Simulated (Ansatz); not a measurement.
**ClH3SiZn···HCl: density, localisation and related maps**

```xyz
8

Zn   -0.5415   -0.8224   -1.0118
Cl   -0.6294   -1.9280    1.7210
Cl   -1.4701   -2.5217   -1.8878
H    -0.0689   -0.9082    2.2603
Si    0.4965    1.1985   -0.3935
H     1.8183    1.3777   -1.0542
H     0.7374    1.2188    1.0811
H    -0.3424    2.3853   -0.7151
```

The product side of a reaction path; geometry: PBE0-D4/def2-TZVP.

Theory: RKS PBE0-D4/def2-TZVPP in Ansatz.

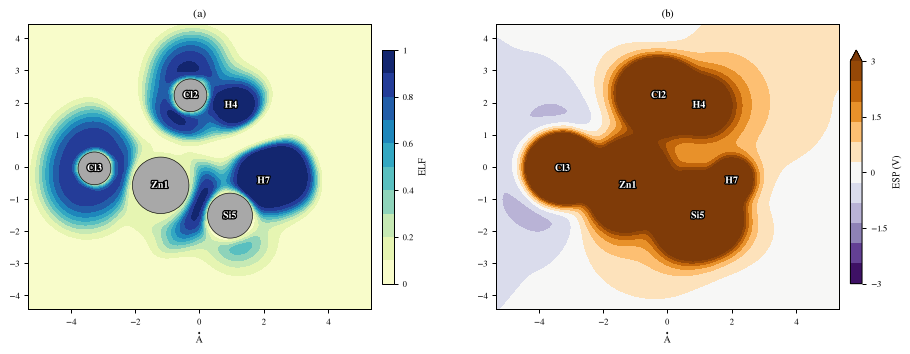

Figure 1. (a) ELF; (b) molecular electrostatic potential on the plane of atoms Cl3, Zn1 and Si5. Grey discs cover the atomic cores in the ELF map.

### Interpret the plot.

- Atoms in the plane: Zn, Cl, H and Si.
- Zn1···Cl2 (2.95 Å): the ELF dips to about 0.05 between them.
- Zn–Cl (2.13 Å): the ELF peaks at about 0.80 in the valence shell of Cl, 0.8 Å from its nucleus, and is about 0.45 at the midpoint.
- Zn–Si (2.35 Å): the ELF peaks at about 0.95 between the atoms: a shared electron pair.
- Cl–H (1.28 Å): the ELF climbs to about 1 towards the hydrogen, as it does in any bond to H: an ordinary covalent bond to hydrogen.
- Si–H (1.49 Å): the ELF climbs to about 1 towards the hydrogen.
- The ELF also peaks beside Cl3 and Cl2, away from the bonds: lone-pair regions.
- Outside the dense part of the complex the potential is most negative (−1.0 V) near Cl3.

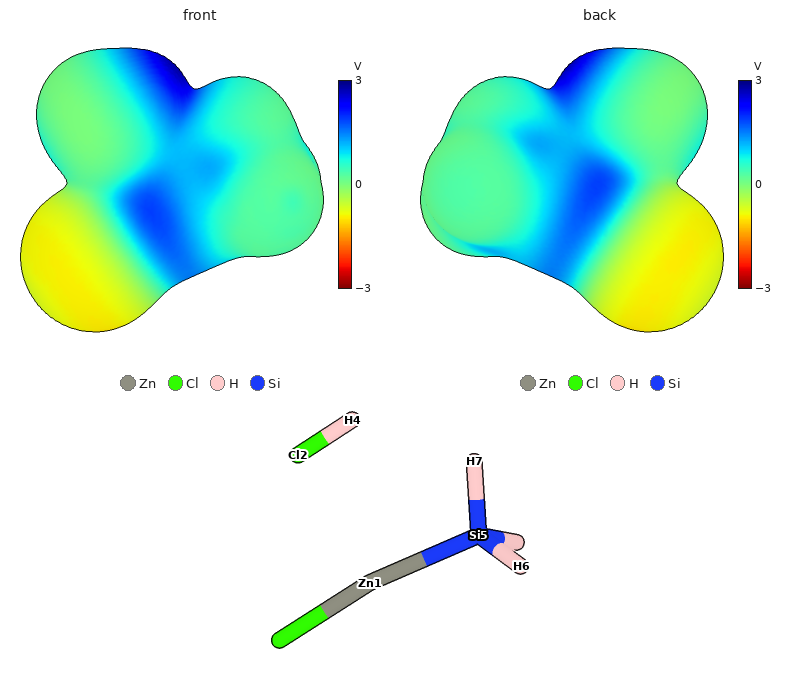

Figure 2. The electrostatic potential painted on the density surface at 0.002 e/bohr³, seen from the front and from behind; the colour scale runs from red (negative) to blue (positive). The bare structure is drawn below in the same view.

### Describe the electrostatic potential map.

The most negative region (about −1.0 V, or −23 kcal/mol for a unit charge) lies over Cl3, the most positive (about +2.7 V, or +62 kcal/mol for a unit charge) over H4. Cl2 shows a σ-hole: about +0.8 V, or +18 kcal/mol for a unit charge at the tip opposite its bond, against about +0.4 V, or +9 kcal/mol for a unit charge on its flanks.

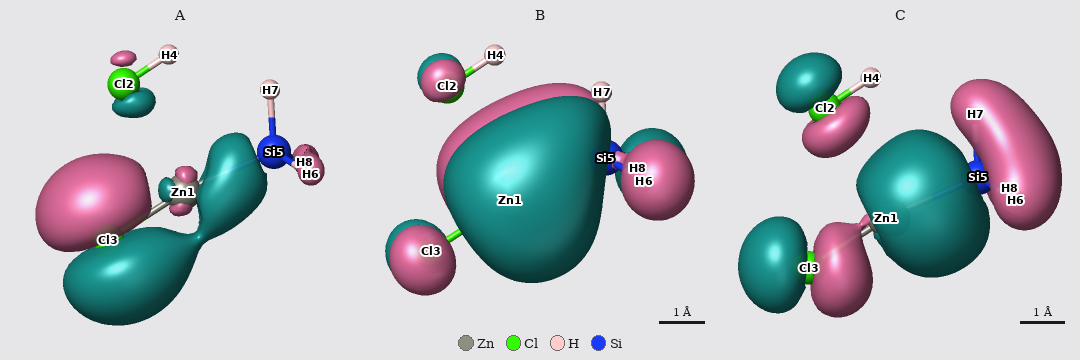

Figure 3. Three frontier orbitals at ±0.06 Å⁻³ᐟ² (teal and pink are the two phases), in no order.

### Order the three orbitals by energy and name them.

A is the HOMO−1 (−8.53 eV). Its weight (Hirshfeld) is mainly on Cl3 (about 85 %) and Zn1 (about 10 %); largely a lone pair of Cl3. C is the HOMO (−8.04 eV). It lies mainly on Si5 (about 40 %), Zn1 (about 30 %) and Cl3 (about 15 %). B is the LUMO (−0.99 eV). By Hirshfeld shares it lies mainly on Zn1 (about 55 %), Si5 (about 25 %) and Cl3 (about 5 %).

### What is the HOMO–LUMO gap?

7.05 eV between the orbital energies.
